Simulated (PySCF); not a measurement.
# C3H6B2F2O: vibronic structure

Aim: compute the vibronic structure of C3H6B2F2O (`BOB/C=C\C(F)F`).

Programs: PySCF 2.14.0, with routines of our own; each step states its level. All values are computed. Atoms count from 0.

## Step 1: The starting structure

14 atoms, charge 0, multiplicity 1; geometry from: GFN2-xTB.

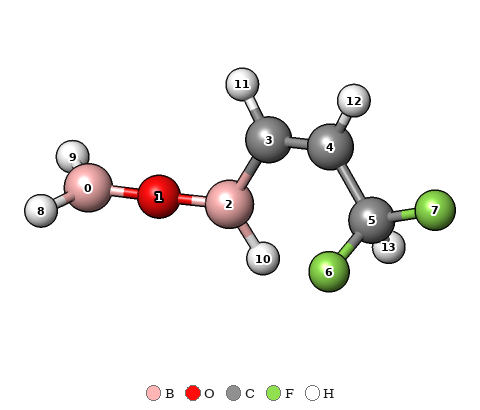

The starting geometry (boron pink, oxygen red, carbon grey, fluorine green, hydrogen white).

## Step 2: Vibronic structure: TDDFT B3LYP/def2-SVP

Job settings and geometry (Å):

```
{"job": {"kind": "vib", "xc": "B3LYP", "basis": "def2-SVP", "tda": false}, "charge": 0, "multiplicity": 1}
B      3.231775     0.206614     0.619012
O      1.997582     0.204618     0.226934
B      0.750385     0.187869    -0.133193
C     -0.234543    -0.834762     0.557665
C     -1.559421    -0.737358     0.615670
C     -2.328007     0.412842     0.036889
F     -2.064384     1.573203     0.700482
F     -3.663097     0.211223     0.161925
H      3.562487     0.911885     1.504183
H      4.008889    -0.498233     0.078931
H      0.383113     0.918920    -0.982963
H      0.209234    -1.689775     1.054768
H     -2.179488    -1.462580     1.125986
H     -2.115203     0.595063    -1.028405
```

Level: TDDFT B3LYP/def2-SVP vertical-gradient vibronic structure (displaced harmonic oscillators, Condon), gas phase.

Run with:

```bash
$ OMP_NUM_THREADS=1 python excited_run.py task.json out
```

The driver reads the jobs from task.json and runs them one after another.

The log of the run:

```text
final grid: 56512 points
cycle   1  E = -442.0954244110  dE =  1.016e+00  |g| = 9.415e-01  |ddm| = 4.009e+00
cycle   2  E = -441.7873167429  dE =  3.081e-01  |g| = 1.602e+00  |ddm| = 2.068e+00
cycle   3  E = -442.2481686302  dE = -4.609e-01  |g| = 1.817e-01  |ddm| = 1.365e+00
cycle   4  E = -442.2549350113  dE = -6.766e-03  |g| = 6.478e-02  |ddm| = 2.040e-01
cycle   5  E = -442.2557349623  dE = -8.000e-04  |g| = 1.825e-02  |ddm| = 6.232e-02
cycle   6  E = -442.2558111468  dE = -7.618e-05  |g| = 5.736e-03  |ddm| = 2.148e-02
cycle   7  E = -442.2558191104  dE = -7.964e-06  |g| = 1.976e-03  |ddm| = 6.357e-03
cycle   8  E = -442.2558199672  dE = -8.568e-07  |g| = 2.916e-04  |ddm| = 1.788e-03
cycle   9  E = -442.2558199887  dE = -2.146e-08  |g| = 7.222e-05  |ddm| = 4.212e-04
cycle  10  E = -442.2558199897  dE = -1.021e-09  |g| = 2.117e-05  |ddm| = 8.419e-05
cycle  11  E = -442.2558199898  dE = -8.833e-11  |g| = 6.238e-06  |ddm| = 2.526e-05
converged SCF energy = -442.2558199898

Singlet excitations (eV, f): 5.389 (0.0013)  5.930 (0.4158)  6.081 (0.0021)  6.439 (0.0055)  6.571 (0.0329)  6.874 (0.0009)

State S1  5.3887 eV  f = 0.00134  H-1->L 0.98
  relaxed dipole 1.929 D, largest gradient of the excitation energy 0.0311 Eh/bohr
  mode    cm-1        S   lambda/meV  Raman
   16    897.5    0.4797      53.4   0.983
    8    360.3    1.0112      45.2   0.334
   24   1204.2    0.2512      37.5   0.927
    6    226.5    1.2648      35.5   0.165
    3     96.7    2.3121      27.7   0.055
   27   1258.7    0.1545      24.1   0.623
   32   2546.9    0.0606      19.1   1.000
   20    997.3    0.1328      16.4   0.336
   28   1338.0    0.0971      16.1   0.442
    4    155.3    0.8166      15.7   0.050
   13    732.3    0.1589      14.4   0.217
   21   1026.5    0.0956      12.2   0.256
  reorganisation energy 0.3745 eV, total S 7.589, 0-0 5.0143 eV
  absorption maximum 5.318 eV, width 0.474 eV

State S2  5.9298 eV  f = 0.41578  H->L 0.88
  relaxed dipole 4.372 D, largest gradient of the excitation energy 0.1136 Eh/bohr
  mode    cm-1        S   lambda/meV  Raman
   29   1624.2    1.5552     313.2   1.000
   30   1674.8    0.4228      87.8   0.289
    6    226.5    1.0708      30.1   0.013
   23   1130.8    0.1759      24.7   0.055
   31   2542.1    0.0621      19.6   0.098
   25   1238.6    0.1008      15.5   0.038
   13    732.3    0.1480      13.4   0.019
    9    403.5    0.2353      11.8   0.009
   16    897.5    0.0781       8.7   0.015
   20    997.3    0.0598       7.4   0.014
   27   1258.7    0.0348       5.4   0.013
   11    536.7    0.0792       5.3   0.006
  reorganisation energy 0.5702 eV, total S 4.463, 0-0 5.3596 eV
  absorption maximum 5.798 eV, width 0.698 eV

State S5  6.5714 eV  f = 0.03288  H-3->L 0.74, H-2->L 0.15
  relaxed dipole 1.416 D, largest gradient of the excitation energy 0.0840 Eh/bohr
  mode    cm-1        S   lambda/meV  Raman
   30   1674.8    0.4582      95.1   1.000
   29   1624.2    0.2686      54.1   0.551
    6    226.5    1.6169      45.4   0.065
   28   1338.0    0.2392      39.7   0.333
   19    986.0    0.1653      20.2   0.125
    9    403.5    0.3401      17.0   0.043
   13    732.3    0.1554      14.1   0.065
   14    796.7    0.1036      10.2   0.051
   11    536.7    0.1257       8.4   0.028
   12    603.4    0.1085       8.1   0.031
    7    326.2    0.2000       8.1   0.017
   22   1094.5    0.0457       6.2   0.043
  reorganisation energy 0.3625 eV, total S 4.237, 0-0 6.2089 eV
  absorption maximum 6.479 eV, width 0.542 eV

State T1  3.8667 eV  f = 0.00000  H->L 0.85, H-2->L 0.09
  relaxed dipole 2.013 D, largest gradient of the excitation energy 0.1680 Eh/bohr
  mode    cm-1        S   lambda/meV  Raman
   30   1674.8    2.4880     516.6   1.000
   29   1624.2    0.2993      60.3   0.113
    6    226.5    1.5135      42.5   0.011
   13    732.3    0.1318      12.0   0.010
   24   1204.2    0.0764      11.4   0.016
    7    326.2    0.2308       9.3   0.004
   27   1258.7    0.0594       9.3   0.013
   36   3063.8    0.0108       4.1   0.015
   11    536.7    0.0504       3.4   0.002
   19    986.0    0.0255       3.1   0.004
    8    360.3    0.0637       2.8   0.001
    4    155.3    0.1439       2.8   0.000
  reorganisation energy 0.6910 eV, total S 5.391, 0-0 3.1757 eV
  absorption maximum 3.846 eV, width 0.860 eV
```

It took 15 s on 1 thread of AMD EPYC 9R45, shared host; peak memory 0.73 GiB.

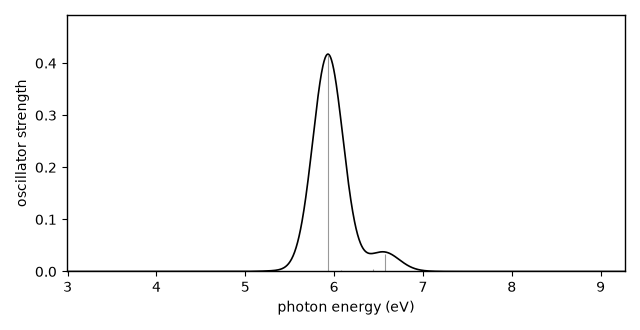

Absorption lines of the singlets. Lines are broadened to a width of 0.40 eV (Gaussian).

## Step 3: Vibronic structure: TDDFT BP86/def2-SVP

Settings changed since step 2:

```diff
@@ -1,2 +1,2 @@
-{"job": {"kind": "vib", "xc": "B3LYP", "basis": "def2-SVP", "tda": false}, "charge": 0, "multiplicity": 1}
+{"job": {"kind": "vib", "xc": "BP86", "basis": "def2-SVP", "tda": false, "fwhm_ev": 0.08, "nstates": 2, "grid": 3}, "charge": 0, "multiplicity": 1}
 B      3.231775     0.206614     0.619012
```

With the program's defaults for keys left out, this is: TDDFT BP86/def2-SVP vertical-gradient vibronic structure (displaced harmonic oscillators, Condon), gas phase.

The log of the run:

```text
coarse grid: 12408 points
cycle   1  E = -441.9597265720  dE =  8.983e-01  |g| = 9.493e-01  |ddm| = 4.115e+00
cycle   2  E = -441.3031944080  dE =  6.565e-01  |g| = 2.058e+00  |ddm| = 2.520e+00
cycle   3  E = -442.0992901689  dE = -7.961e-01  |g| = 3.484e-01  |ddm| = 1.801e+00
cycle   4  E = -442.1262300753  dE = -2.694e-02  |g| = 1.028e-01  |ddm| = 3.841e-01
cycle   5  E = -442.1276807241  dE = -1.451e-03  |g| = 6.229e-02  |ddm| = 1.405e-01
cycle   6  E = -442.1286748277  dE = -9.941e-04  |g| = 1.787e-02  |ddm| = 6.777e-02
cycle   7  E = -442.1287498828  dE = -7.506e-05  |g| = 5.668e-03  |ddm| = 1.884e-02
cycle   8  E = -442.1287568312  dE = -6.948e-06  |g| = 1.195e-03  |ddm| = 5.662e-03
final grid: 171904 points
cycle   9  E = -442.2254451884  dE = -5.998e-05  |g| = 1.130e-02  |ddm| = 3.667e-02
cycle  10  E = -442.2253497157  dE =  9.547e-05  |g| = 2.483e-02  |ddm| = 2.513e-02
cycle  11  E = -442.2254694517  dE = -1.197e-04  |g| = 2.231e-03  |ddm| = 1.826e-02
cycle  12  E = -442.2254705967  dE = -1.145e-06  |g| = 9.315e-04  |ddm| = 3.011e-03
cycle  13  E = -442.2254709001  dE = -3.034e-07  |g| = 2.652e-04  |ddm| = 1.051e-03
cycle  14  E = -442.2254708954  dE =  4.656e-09  |g| = 9.656e-05  |ddm| = 3.145e-04
cycle  15  E = -442.2254708975  dE = -2.067e-09  |g| = 1.825e-05  |ddm| = 1.013e-04
cycle  16  E = -442.2254708976  dE = -5.559e-11  |g| = 5.648e-06  |ddm| = 2.036e-05
converged SCF energy = -442.2254708976

Singlet excitations (eV, f): 4.817 (0.0049)  5.147 (0.1951)

State S1  4.8172 eV  f = 0.00485  H-1->L 0.95
  relaxed dipole 1.182 D, largest gradient of the excitation energy 0.0325 Eh/bohr
  mode    cm-1        S   lambda/meV  Raman
   16    897.5    0.5474      60.9   1.000
    8    360.3    0.9640      43.1   0.284
    3     96.7    2.5729      30.8   0.055
   24   1204.2    0.1843      27.5   0.606
    6    226.5    0.9363      26.3   0.109
   11    536.7    0.2935      19.5   0.192
   13    732.3    0.1843      16.7   0.224
    5    213.8    0.5447      14.4   0.056
   27   1258.7    0.0921      14.4   0.331
   32   2546.9    0.0433      13.7   0.637
   20    997.3    0.0880      10.9   0.199
   21   1026.5    0.0832      10.6   0.199
  reorganisation energy 0.3357 eV, total S 7.206, 0-0 4.4815 eV
  absorption maximum 4.755 eV, width 0.432 eV

State S2  5.1467 eV  f = 0.19511  H->L 0.58, H-2->L 0.32
  relaxed dipole 9.475 D, largest gradient of the excitation energy 0.1426 Eh/bohr
  mode    cm-1        S   lambda/meV  Raman
   29   1624.2    2.4235     488.0   1.000
   23   1130.8    0.9369     131.4   0.187
   25   1238.6    0.4383      67.3   0.105
   31   2542.1    0.1555      49.0   0.157
   30   1674.8    0.2274      47.2   0.100
   13    732.3    0.3777      34.3   0.032
   16    897.5    0.2810      31.3   0.035
    9    403.5    0.5742      28.7   0.015
    6    226.5    0.6548      18.4   0.005
   11    536.7    0.1940      12.9   0.009
   27   1258.7    0.0631       9.8   0.016
   33   2556.4    0.0270       8.6   0.028
  reorganisation energy 0.9694 eV, total S 7.038, 0-0 4.1773 eV
  absorption maximum 5.091 eV, width 0.991 eV

State T1  3.8161 eV  f = 0.00000  H->L 0.86, H-2->L 0.09
  relaxed dipole 1.921 D, largest gradient of the excitation energy 0.1456 Eh/bohr
  mode    cm-1        S   lambda/meV  Raman
   30   1674.8    1.8001     373.8   1.000
   29   1624.2    0.4045      81.5   0.211
    6    226.5    1.5292      42.9   0.016
   13    732.3    0.1457      13.2   0.015
   24   1204.2    0.0686      10.2   0.020
    7    326.2    0.2265       9.2   0.005
   27   1258.7    0.0462       7.2   0.014
   16    897.5    0.0370       4.1   0.006
   36   3063.8    0.0079       3.0   0.015
   11    536.7    0.0435       2.9   0.002
   28   1338.0    0.0151       2.5   0.005
    3     96.7    0.2036       2.4   0.000
  reorganisation energy 0.5680 eV, total S 4.788, 0-0 3.2481 eV
  absorption maximum 3.714 eV, width 0.716 eV
```

Run time: 35 s. Hardware: 1 thread of AMD EPYC 9R45, shared host; peak memory 0.65 GiB.

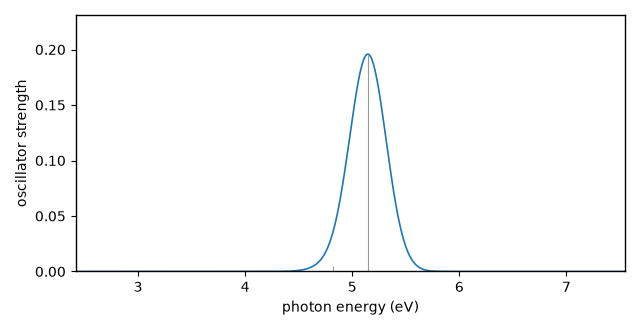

Absorption lines of the singlets. Lines are broadened to a width of 0.40 eV (Gaussian).

## Step 4: Results

| quantity | value |
| --- | --- |
| S1: vertical, reorganisation, 0-0, total S (step 2, TDDFT B3LYP/def2-SVP, modes from GFN2-xTB) | 5.39, 0.37, 5.01 eV; 7.6 |
| S2: vertical, reorganisation, 0-0, total S (step 2, TDDFT B3LYP/def2-SVP, modes from GFN2-xTB) | 5.93, 0.57, 5.36 eV; 4.5 |
| S5: vertical, reorganisation, 0-0, total S (step 2, TDDFT B3LYP/def2-SVP, modes from GFN2-xTB) | 6.57, 0.36, 6.21 eV; 4.2 |
| S1: vertical, reorganisation, 0-0, total S (step 3, TDDFT BP86/def2-SVP, modes from GFN2-xTB) | 4.82, 0.34, 4.48 eV; 7.2 |
| S2: vertical, reorganisation, 0-0, total S (step 3, TDDFT BP86/def2-SVP, modes from GFN2-xTB) | 5.15, 0.97, 4.18 eV; 7.0 |
| T1: vertical, reorganisation, 0-0, total S (step 3, TDA BP86/def2-SVP, modes from GFN2-xTB) | 3.82, 0.57, 3.25 eV; 4.8 |

In words: The vibronic model keeps the ground-state modes (from xTB) and shifts them along the gradient alone, so it can miss much of the relaxation that a full optimisation finds.
